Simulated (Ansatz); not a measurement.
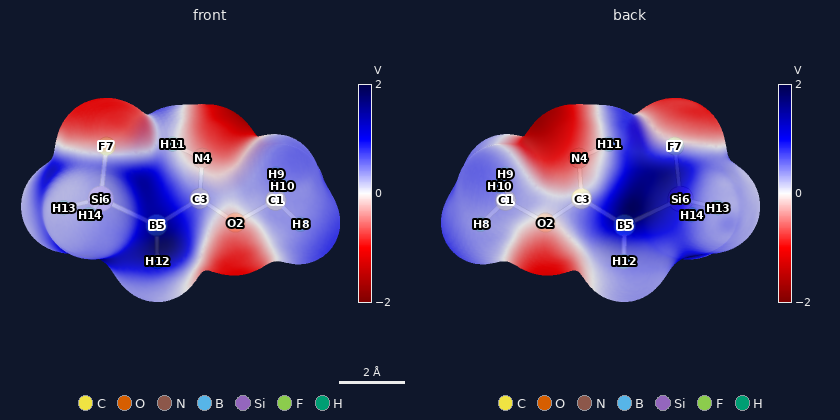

C2H7BFNOSi (SMILES COC(=N)B[SiH2]F). The molecular electrostatic potential painted on the density surface at 0.002 e/bohr³, seen from the front and from behind; the colour scale runs from red (negative) to blue (positive).

Level of theory: RKS B3LYP-D4/def2-SVP in Ansatz.

```yaml
atoms:
  - { symbol: C, position_ang: [-2.5494, 0.9109, -0.4803] }
  - { symbol: O, position_ang: [-1.3835, 0.2423, -0.9498] }
  - { symbol: C, position_ang: [-0.4342, -0.0488, -0.0376] }
  - { symbol: N, position_ang: [-0.6213, 0.2131, 1.2049] }
  - { symbol: B, position_ang: [0.7963, -0.8384, -0.5993] }
  - { symbol: Si, position_ang: [2.6191, -0.6232, 0.2270] }
  - { symbol: F, position_ang: [2.4570, 0.0751, 1.7093] }
  - { symbol: H, position_ang: [-3.1613, 1.1193, -1.3672] }
  - { symbol: H, position_ang: [-2.2870, 1.8476, 0.0371] }
  - { symbol: H, position_ang: [-3.1055, 0.2797, 0.2306] }
  - { symbol: H, position_ang: [0.2241, 0.0314, 1.7514] }
  - { symbol: H, position_ang: [0.6272, -1.6062, -1.5130] }
  - { symbol: H, position_ang: [3.3438, -1.9103, 0.4315] }
  - { symbol: H, position_ang: [3.4615, 0.2782, -0.6157] }
```

Which sites attract a positive test charge, and which a negative one?

Answer. A positive charge is drawn to the negative regions and a negative charge to the positive ones. The most negative region (about −1.6 V) lies over N4, the most positive (about +1.9 V) over B5 and Si6. N4 is the likeliest acceptor of a hydrogen bond.
